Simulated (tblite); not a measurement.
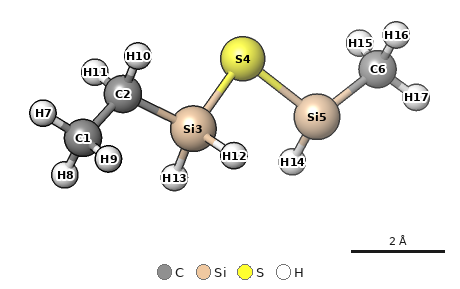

This is the input geometry for a relaxation of C3H11SSi2 (multiplicity 2). The picture is a ball-and-stick view, seen at a tilt.

These are results of GFN2-xTB geometry optimisation, gas phase (tblite 0.8.0), not measurements.

```xyz
17

C    -3.4942   -0.2534   -0.5117
C    -2.2899    0.0972    0.3282
Si   -0.6254   -0.1322   -0.4981
S     0.9193    0.4052    0.8662
Si    2.5455   -0.0651   -0.4348
C     4.1225    0.0426    0.4974
H    -4.4199   -0.0869    0.0607
H    -3.5482    0.3807   -1.4039
H    -3.4801   -1.3016   -0.8293
H    -2.3123   -0.5274    1.2469
H    -2.3796    1.1318    0.6680
H    -0.4484   -1.5479   -0.9041
H    -0.5472    0.7405   -1.6908
H     2.5457    0.9188   -1.5557
H     4.2750    1.0525    0.9194
H     4.1450   -0.6690    1.3421
H     4.9853   -0.1738   -0.1413
```

Question: Where does the relaxation end?

Answer: Over 66 geometry steps the energy falls by 12.4 kJ/mol. S4 moves most after the best rigid fit: 0.25 Å. Largest moves by element: S 0.25 Å, H 0.24 Å, Si 0.17 Å, C 0.12 Å. Among the contacts that change: Si5–C6 1.835 → 1.894 Å, S4–Si5 2.135 → 2.166 Å, Si5–H14 1.491 → 1.463 Å, Si3–H12 1.483 → 1.461 Å. Among the angles between lasting bonds that change: Si3–S4–Si5 96.1° → 103.0°, C1–C2–Si3 115.8° → 112.3°, C6–Si5–H14 110.1° → 113.4°.

The structure at the end:

```xyz
17

C    -3.5413   -0.2281   -0.4483
C    -2.2904    0.0992    0.3563
Si   -0.7036   -0.1752   -0.6374
S     0.9203    0.2122    0.7068
Si    2.6674   -0.1300   -0.5272
C     4.1859    0.0904    0.5840
H    -4.4392   -0.0530    0.1422
H    -3.5967    0.3890   -1.3424
H    -3.5368   -1.2707   -0.7589
H    -2.2707   -0.5142    1.2594
H    -2.3395    1.1366    0.6940
H    -0.5609   -1.5481   -1.1165
H    -0.5951    0.7516   -1.7629
H     2.6088    0.8326   -1.6273
H     4.2147    1.0976    0.9950
H     4.1688   -0.6049    1.4183
H     5.1013   -0.0731    0.0242
```

After the run, drawn alike:

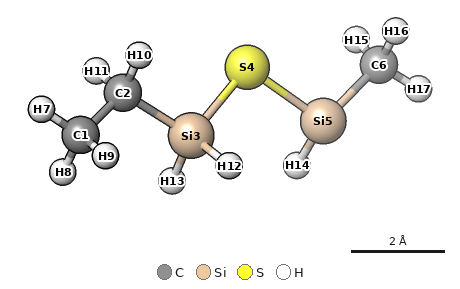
